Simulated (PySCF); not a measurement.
C$_{4}$H$_{7}$N$_{2}$Si$_{2}$ (doublet)

```xyz
15

N    -2.1668    1.4137    1.7201
C    -1.6889    0.4511    1.3288
C    -1.0908   -0.7437    0.7961
C    -0.9461   -0.6581   -0.7274
Si    0.0867    0.8354   -1.3298
Si    2.2069    0.5684   -0.5180
C     2.4555   -0.4044    1.0230
N     2.5609   -1.0990    1.9395
H    -0.1148   -0.8824    1.2717
H    -1.7245   -1.5929    1.0742
H    -1.9414   -0.5993   -1.1725
H    -0.5022   -1.5907   -1.0796
H    -0.6239    2.0670   -0.9632
H     0.1382    0.7628   -2.8009
H     3.3468    1.4802   -0.5841
```

Geometry: GFN2-xTB.

These are results of UKS B3LYP, pcH-1 on C H N Si, non-relativistic, mean-field spin-orbit, GIAO in PySCF, not measurements.

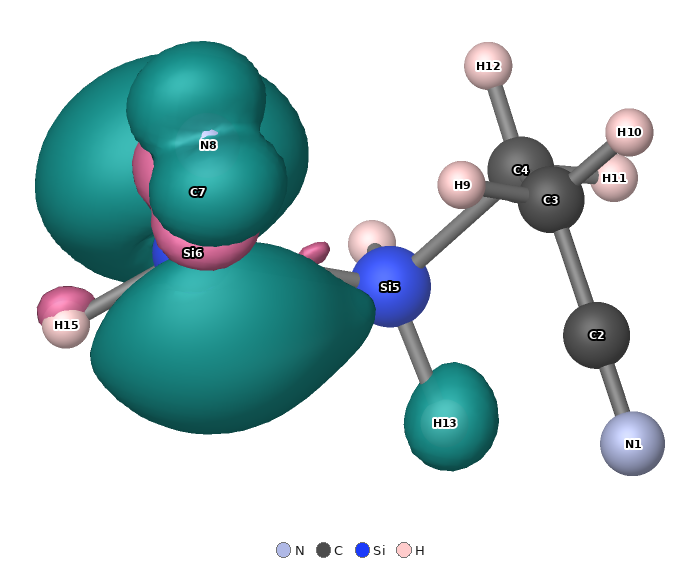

Figure 1. Isosurfaces of the spin density at +0.015 (teal) and −0.015 e/Å³ (pink), seen from one side.

> Describe the spin distribution.

The unpaired spin (1 electron) lies mostly on Si6 (about 0.7), N8 (about 0.1) and Si5 (about 0.1), in electrons by Hirshfeld's partition.

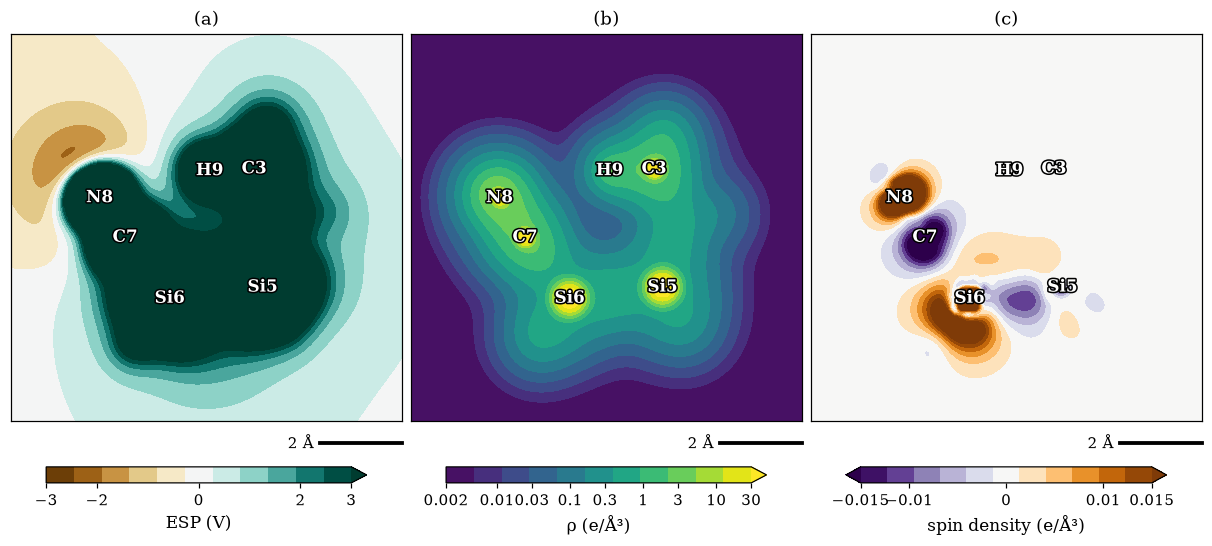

Figure 2. (a) molecular electrostatic potential; (b) total electron density; (c) spin density on the plane of atoms Si5, Si6 and C7.

> What do the fields say about this system?

The plane passes through C, Si, N and H nuclei.
C–N (1.15 Å): ρ at the midpoint is about 3.6 e/Å³.
C–Si (1.84 Å): ρ is about 0.91 e/Å³ halfway.
Si–Si (2.29 Å): the density is about 0.66 e/Å³ at the midpoint.
C–H (1.09 Å): ρ is about 2 e/Å³ halfway.

Outside the dense part of the molecule the potential is most negative (−1.9 V) near N8.

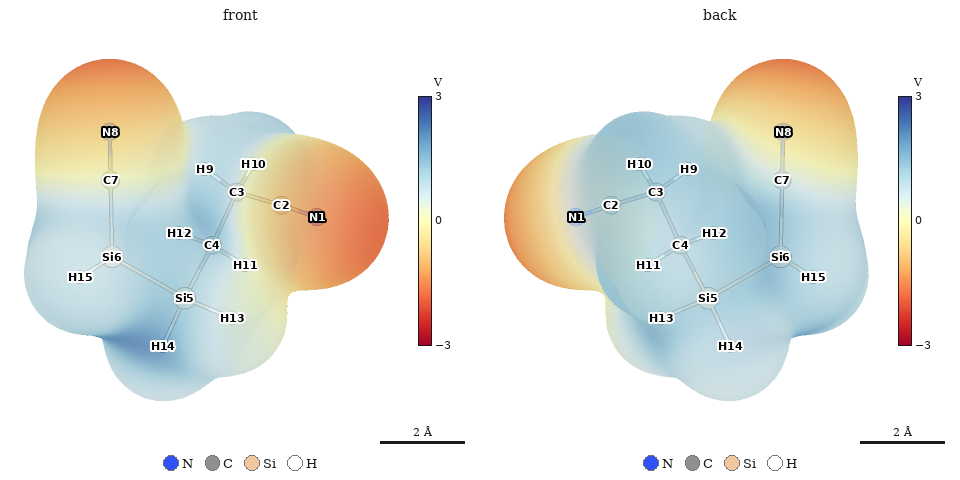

Figure 3. The molecular electrostatic potential painted on the density surface at 0.002 e/bohr³, seen from the front and from behind; the colour scale runs from red (negative) to blue (positive).

> Describe the electrostatic potential map.

The most negative region (about −1.8 V) lies over N1, the most positive (about +2.1 V) over Si5 and Si6. N1 is the likeliest acceptor of a hydrogen bond.
